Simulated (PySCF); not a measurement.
# One shape, several levels: PH (SMILES [PH])

Aim: a comparison of 4 runs (U-r2SCAN/def2-SVP, USVWN5/def2-SVP, NEVPT2(6,5)/def2-SVP, UCCSD(T)/def2-SVP) of PH. Input form: a Python script.

Program for the calculation: PySCF 2.14.0.

4 further runs of the same task are left out: 4 set aside as unsound or not needed.

## Step 1: The molecule

PH: 2 atoms, total charge 0, spin state triplet. SMILES: `[PH]`. The P1–H2 distance was set to 2.142 Å, away from the relaxed value.

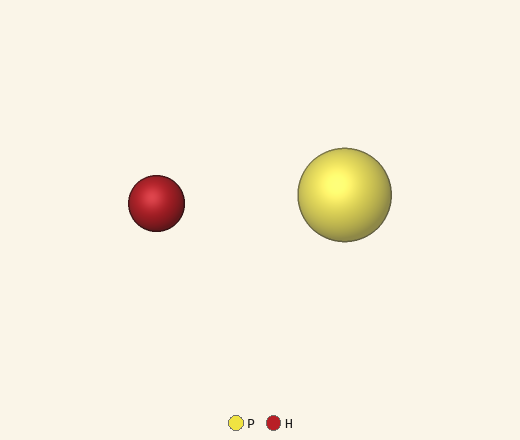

Viewed from a chosen angle; phosphorus yellow, hydrogen red.

## Step 2: A single-point energy at U-r2SCAN/def2-SVP (run 1)

calc.py

```python
from pyscf import gto, dft

mol = gto.M(
    atom='P -0.000000 -0.000000 -0.728720; H 0.000000 0.000000 1.413680',
    basis='def2-svp',
    spin=2,
    max_memory=1860,
    verbose=4,
)

mf = dft.UKS(mol, xc='r2scan')
mf.conv_tol = 1e-10
mf.grids.level = 5
mf.kernel()
if not mf.converged:
    mf = mf.newton().run(mf.mo_coeff, mf.mo_occ)

e_final = mf.e_tot
print(f'total energy: {e_final:.8f} hartree')
```

The run is started by

```console
$ OMP_NUM_THREADS=1 python calc.py
```

The log of the run:

```text
PySCF version 2.14.0

[INPUT] num. atoms = 2
[INPUT] num. electrons = 16
[INPUT] charge = 0
[INPUT] spin (= nelec alpha-beta = 2S) = 2
[INPUT] symmetry False subgroup None
[INPUT] Mole.unit = angstrom
[INPUT] Symbol           X                Y                Z      unit          X                Y                Z       unit  Magmom
[INPUT]  1 P      0.000000000000   0.000000000000  -0.728720000000 AA    0.000000000000   0.000000000000  -1.377081221493 Bohr   0.0
[INPUT]  2 H      0.000000000000   0.000000000000   1.413680000000 AA    0.000000000000   0.000000000000   2.671468027775 Bohr   0.0

nuclear repulsion = 3.70503088302838
number of shells = 11
number of NR pGTOs = 43
number of NR cGTOs = 23
basis = def2-svp
ecp = {}

[... 37 lines left out ...]
WARN: HOMO -0.194956522774318 >= LUMO -0.194956522774324
[... 50 lines left out ...]
converged SCF energy = -341.674601279245  <S^2> = 2.13946  2S+1 = 3.0915757
total energy: -341.67460128 hartree
```

Run time: 3.3 s. Hardware: 1 thread of Arm Neoverse V2, shared host; peak memory 0.2 GiB.

## Step 3: The energy at USVWN5/def2-SVP (run 2)

input.py

```python
from pyscf import gto, dft

molecule = gto.M(
    atom='''
P      0.000000     0.000000    -1.377081
H      0.000000     0.000000     2.671468
''',
    max_memory=1860,
    unit='bohr',
    basis='def2-svp',
    verbose=3,
    spin=2,
)

mf = dft.UKS(molecule, xc='svwn')
mf.conv_tol = 1e-10
mf.grids.level = 5
mf.kernel()
if not mf.converged:
    mf = mf.newton().run(mf.mo_coeff, mf.mo_occ)

etot = mf.e_tot
print('E = %.10f Eh' % etot)
```

The run is started by

```console
$ OMP_NUM_THREADS=1 python input.py
```

The log of the run:

```text
WARN: HOMO -0.193785778661481 >= LUMO -0.193785778661487

converged SCF energy = -340.418606751138  <S^2> = 2.0377858  2S+1 = 3.0250856
E = -340.4186067511 Eh
```

Wall time 1.2 s (1 thread of Arm Neoverse V2, shared host); peak memory 0.14 GiB.

Run 3 isn't shown in full; the table further down has it.

## Step 4: The energy at UCCSD(T)/def2-SVP (run 4)

input.py

```python
from pyscf import gto, cc

molecule = gto.M(
    atom='''
P    0.000000   0.000000  -0.728720
H    0.000000   0.000000   1.413680
''',
    verbose=4,
    basis='def2-svp',
    spin=2,
    max_memory=1860,
    charge=0,
)

hf = molecule.UHF()
hf.conv_tol = 1e-10
hf.kernel()
if not hf.converged:
    hf = hf.newton().run(hf.mo_coeff, hf.mo_occ)

mycc = cc.CCSD(hf, frozen=5)
mycc.kernel()
e_t = mycc.ccsd_t()
energy = mycc.e_tot + e_t
print(f'total energy: {energy:.8f} hartree')
```

The run is started by

```console
$ OMP_NUM_THREADS=1 python input.py
```

The log of the run:

```text
PySCF version 2.14.0

[INPUT] num. atoms = 2
[INPUT] num. electrons = 16
[INPUT] charge = 0
[INPUT] spin (= nelec alpha-beta = 2S) = 2
[INPUT] symmetry False subgroup None
[INPUT] Mole.unit = angstrom
[INPUT] Symbol           X                Y                Z      unit          X                Y                Z       unit  Magmom
[INPUT]  1 P      0.000000000000   0.000000000000  -0.728720000000 AA    0.000000000000   0.000000000000  -1.377081221493 Bohr   0.0
[INPUT]  2 H      0.000000000000   0.000000000000   1.413680000000 AA    0.000000000000   0.000000000000   2.671468027775 Bohr   0.0

nuclear repulsion = 3.70503088302838
number of shells = 11
number of NR pGTOs = 43
number of NR cGTOs = 23
basis = def2-svp
ecp = {}

[... 20 lines left out ...]
WARN: HOMO -0.155682440184584 >= LUMO -0.15568244018459
[... 54 lines left out ...]
converged SCF energy = -341.089762689206  <S^2> = 2.0650611  2S+1 = 3.0430649
[... 12 lines left out ...]
Init t2, MP2 energy = -0.0832644872910218
[... 18 lines left out ...]
UCCSD converged
[... 2 lines left out ...]
total energy: -341.21621857 hartree
```

It took 0.74 s on 1 thread of Arm Neoverse V2, shared host; peak memory 0.12 GiB.

## Step 5: Overview of the runs

```
run                 level  integration grid      active selection  energy (Eh)  dipole moment (D) of the reference  HOMO energy (eV)  LUMO energy (eV)  wall time
  1     U-r2SCAN/def2-SVP                 5                     –  -341.674601                                0.33             -6.72             -3.43      3.3 s
  2       USVWN5/def2-SVP                 5                     –  -340.418607                                0.34             -6.12             -4.18      1.2 s
  3  NEVPT2(6,5)/def2-SVP                 –  mp2 natural orbitals  -341.206974                                0.88                 –                 –     0.76 s
  4     UCCSD(T)/def2-SVP                 –                     –  -341.216219                                0.88             -9.91              0.98     0.74 s
```

## Step 6: What came out

```
                                                         quantity          value
                                              run 4: total energy  -341.21622 Eh
                      run 4: dipole moment (Hartree–Fock density)         0.88 D
run 4: HOMO energy (Hartree–Fock orbitals) (highest over α and β)       -9.91 eV
 run 4: LUMO energy (Hartree–Fock orbitals) (lowest over α and β)        0.98 eV
               run 4: correlation energy (5 core orbitals frozen)     -126.5 mEh
                                            run 4: (T) correction      -4.77 mEh
                         run 4: ⟨S²⟩ of the reference determinant          2.065
                                             run 4: T1 diagnostic          0.075
```

Totals of different functionals can't be ranked against each other. Spin contamination of the reference: run 1 ⟨S²⟩ = 2.14. All runs together took 6 s, the longest 3.3 s.
